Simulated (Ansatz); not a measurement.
The calculation's input:

```
crystal:
  periodic: [false, false, false]
  atoms:
    - { symbol: Al, position_ang: [0.3998, 0.133563, -0.402575] }
    - { symbol: O, position_ang: [0.250324, -0.216239, 1.267093] }
    - { symbol: Si, position_ang: [-0.271834, -0.517261, 2.78551] }
    - { symbol: H, position_ang: [-1.31654, -1.570754, 2.786868] }
    - { symbol: H, position_ang: [0.85462, -0.974278, 3.630688] }
    - { symbol: H, position_ang: [-0.849807, 0.706255, 3.393219] }
    - { symbol: H, position_ang: [1.920595, 0.015785, -0.275611] }
    - { symbol: F, position_ang: [-0.755858, 0.442228, -1.520891] }
basis:
  gaussian: { orbitals: def2-SVP }
hamiltonian:
  xc: hf
relax:
  f_tol: 0.03
  max_steps: 50
output:
  orbitals: {}
```

Launched as:

```sh
ansatz run input.yaml --threads 1 --pin off --max-ram 2048MiB --backend cpu --events-out ev --progress --plain --runs-dir out
```

The fields are those of the run's last geometry, not of the input's.

The calculation used RHF/def2-SVP (Ansatz 0.2.0).

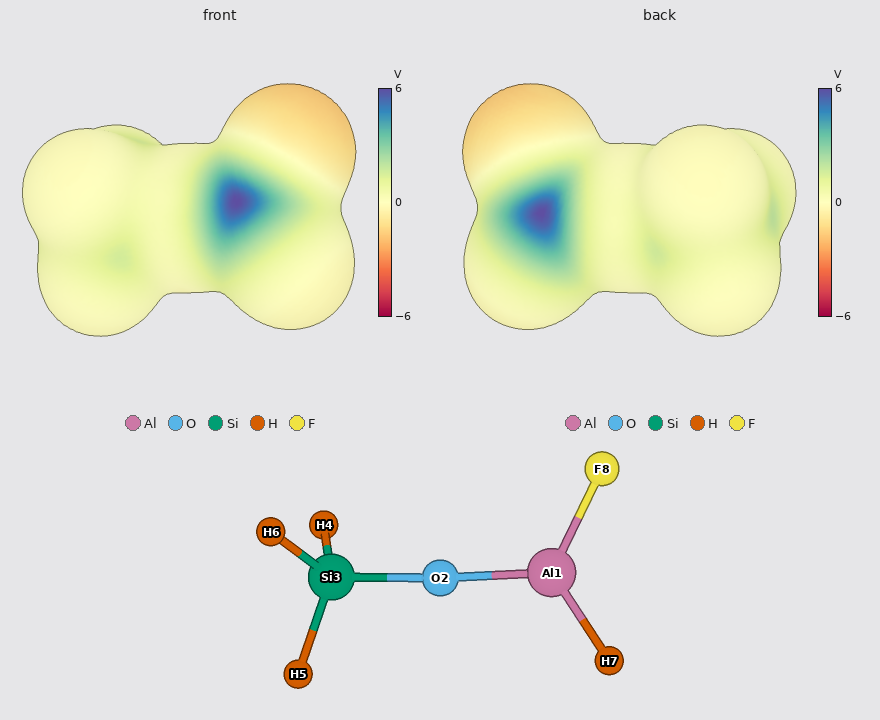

AlFH4OSi. The molecular electrostatic potential painted on the density surface at 0.002 e/bohr³, seen from the front and from behind; red is negative and blue positive. The bare structure is drawn below in the same view.

Which sites attract a positive test charge, and which a negative one?

Answer. A positive charge is drawn to the negative regions and a negative charge to the positive ones. The most negative region (about −1.7 V) lies over F8, the most positive (about +5.7 V) over Al1.
